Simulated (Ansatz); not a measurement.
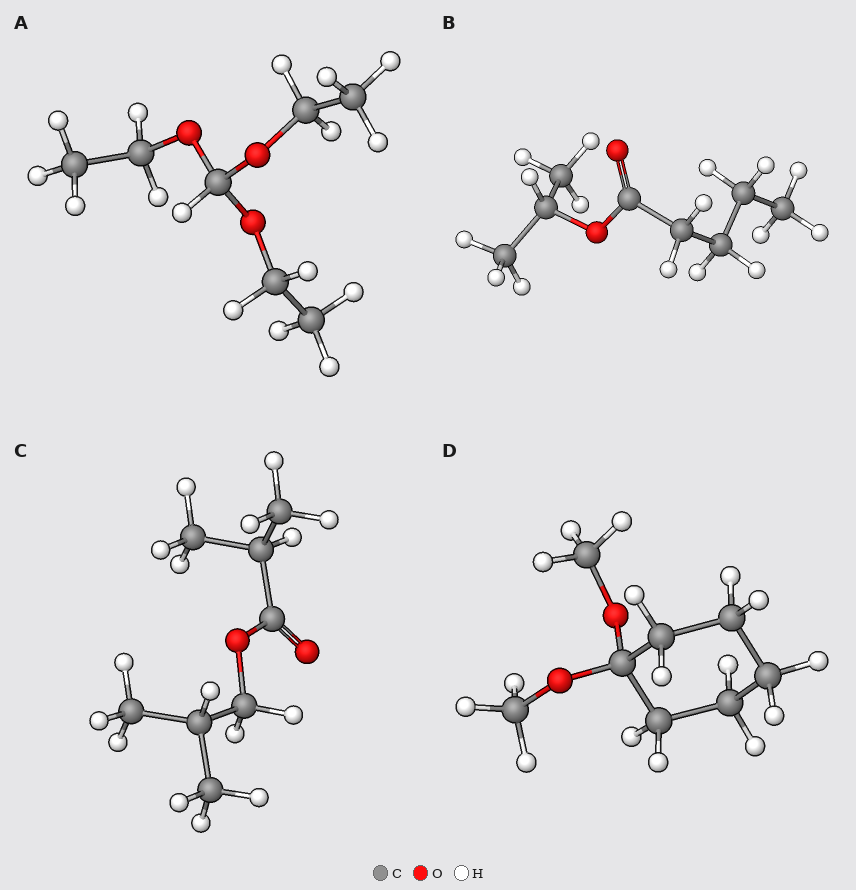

Simulated data, not a measurement (program: Ansatz).

Which panel belongs to which SMILES?
(1) COC1(OC)CCCCC1
(2) CC(C)COC(=O)C(C)C
(3) CCCCC(=O)OC(C)C
(4) CCOC(OCC)OCC

Answer. A is (4), B is (3), C is (2), D is (1).
